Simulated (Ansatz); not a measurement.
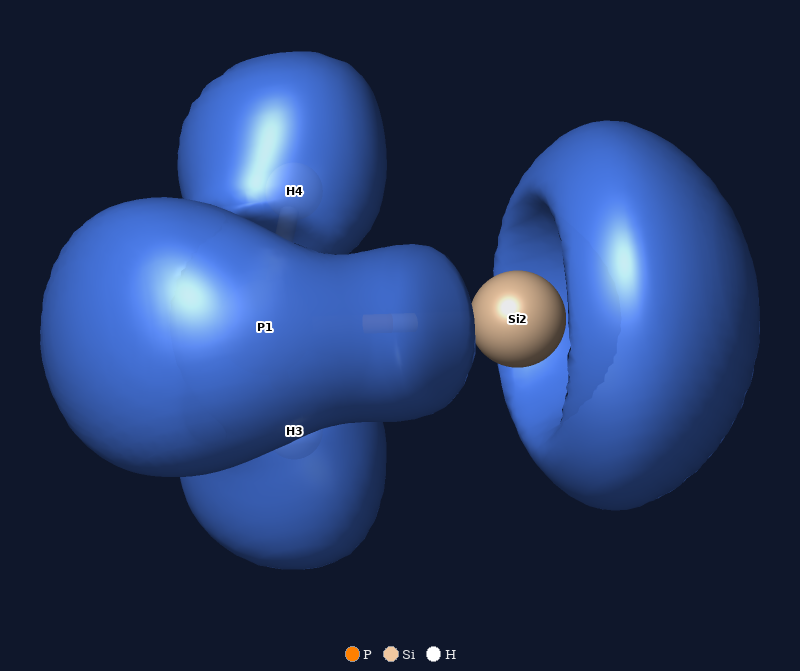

Figure. H2PSi (SMILES [Si]=[PH2+]) (charge +1). Isosurface of the ELF at 0.75 (blue), seen across its widest extent. Only the valence region is drawn (cores and ρ < 0.01 e/Å³ removed).

Geometry: B3LYP-D4/def2-TZVP.

The calculation used isolated molecule in a Gaussian basis; Kohn-Sham density functional theory, functional PBE0 (Ansatz).

Input file:

```
crystal:
  periodic: [false, false, false]
  atoms:
    - symbol: P
      position_ang: [0.565849, -0.513350, -1.150226]
    - symbol: Si
      position_ang: [-1.357875, -0.626038, -0.136626]
    - symbol: H
      position_ang: [0.751077, -1.121719, 0.164365]
    - symbol: H
      position_ang: [0.309329, 0.750918, -0.465833]
basis:
  gaussian:
    orbitals: def2-TZVPD
hamiltonian:
  xc: {name: PBE0}
output:
  forces: true
  orbitals: {seedname: orbitals}
total_charge: 1
```

Command:

```sh
ansatz run input.yaml --threads 1 --pin off --max-ram 2610MiB --events-out events.jsonl --progress --plain --runs-dir runs
```

**What do the ELF domains correspond to?**

The surface consists of one lobe on Si, pointing away from the bonds (lone pairs) and one joined region spread over several atoms (H, P), in which their bonds and any lone pairs are merged. Profiles from the grid: Si–P (2.18 Å): the ELF peaks at about 0.85 between the atoms, as expected for localised, covalent bonding. P–H (1.46 Å): the ELF climbs to about 1 towards the hydrogen, as it does in any bond to H.
